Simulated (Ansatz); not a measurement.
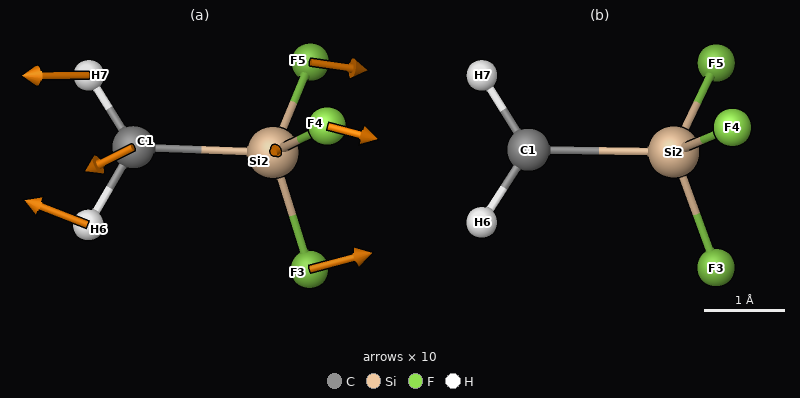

The structure of CH$_{2}$F$_{3}$Si (multiplicity 2) (coarse preliminary run) before (left) and after (right) a relaxation, at one scale. The orange arrows give the displacements, magnified 10 times.

A ball-and-stick model, seen face on.

The start comes from a force field.

These are results of UKS PBE-D4/def2-SVP (Ansatz 0.2.0), not measurements.

The input:
```yaml
crystal:
  periodic: [false, false, false]
  atoms:
    - {symbol: C, position_ang: [-0.653600, 0.348900, 0.759600]}
    - {symbol: Si, position_ang: [0.428600, -0.264600, -0.480200]}
    - {symbol: F, position_ang: [-0.055100, 0.243700, -1.941000]}
    - {symbol: F, position_ang: [0.470800, -1.848400, -0.425200]}
    - {symbol: F, position_ang: [1.909400, 0.256200, -0.172300]}
    - {symbol: H, position_ang: [-1.727900, 0.593500, 0.467800]}
    - {symbol: H, position_ang: [-0.310900, 0.602700, 1.745700]}
basis:
  gaussian: {orbitals: def2-SVP}
magnetization: {spin_polarized: true, initial_magnetization: 1}
hamiltonian: {xc: pbe, dispersion: d4}
relax: {f_tol: 0.03, max_steps: 200}
```

Question: Describe what moved and what it gained.

Answer: After 4 accepted moves (5 points after the start) the energy has fallen by 4.29 kcal/mol. Largest force component: 2.5 eV/Å at the start, 0.0036 eV/Å at the end. The line search rejected the trial step at point 4 of the run. The largest move after the best rigid fit is that of H7, 0.098 Å. By element the largest moves are H 0.098 Å, F 0.087 Å, C 0.077 Å, Si 0.017 Å. Near-neighbour distances that change, for instance: C1–Si2 1.756 → 1.827 Å, C1–H6 1.140 → 1.102 Å, Si2–F4 1.585 → 1.620 Å, C1–H7 1.074 → 1.102 Å. Bond angles that change, for instance: F3–Si2–F4 110.6° → 106.7°, Si2–C1–H6 118.4° → 122.0°, H6–C1–H7 119.0° → 115.8°. The run took about 40 core-seconds on a shared host.
